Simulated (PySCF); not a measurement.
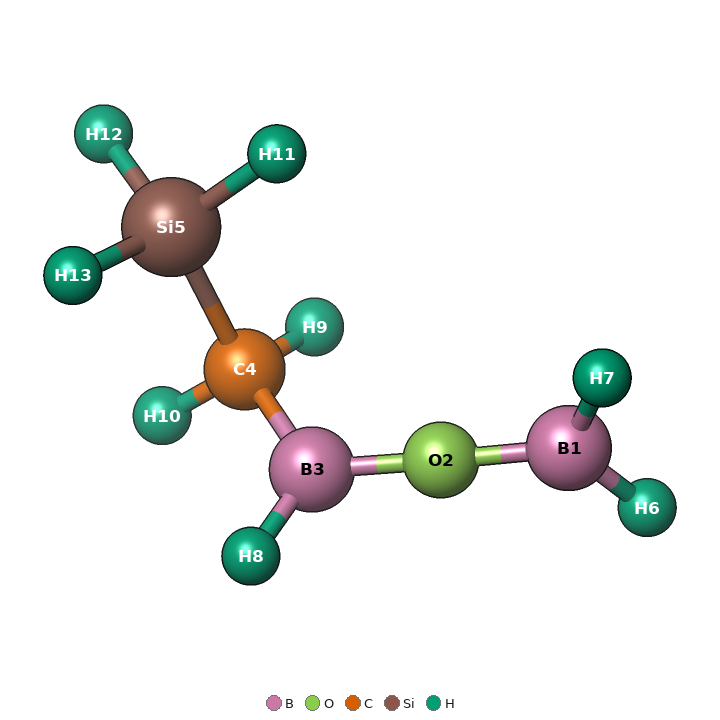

Computed geometry: PBE0-D3(BJ)/def2-SVP optimisation. No frequency run is at hand to confirm it as a minimum. Electric field gradients from the ground-state density, PBE0/aug-cc-pVDZ (PySCF 2.14.0), non-relativistic apart from any core potentials.

Give the largest field-gradient component, the quadrupole coupling constant and the asymmetry for 11B at B1 (Q = 40.59 mb), 17O at O2 (Q = −25.6 mb), 11B at B3 (Q = 40.59 mb), 2H at H6 (Q = 2.86 mb), 2H at H7 (Q = 2.86 mb), 2H at H8 (Q = 2.86 mb), 2H at H9 (Q = 2.86 mb).

| atom | V_zz (a.u.) | e²qQ/h (MHz) | η |
| --- | --- | --- | --- |
| B1 | 0.397 | 3.79 | 0.47 |
| O2 | 0.810 | −4.87 | 0.25 |
| B3 | 0.374 | 3.57 | 0.56 |
| H6 | 0.207 | 0.139 | 0.04 |
| H7 | 0.206 | 0.139 | 0.04 |
| H8 | 0.205 | 0.138 | 0.02 |
| H9 | 0.299 | 0.201 | 0.03 |
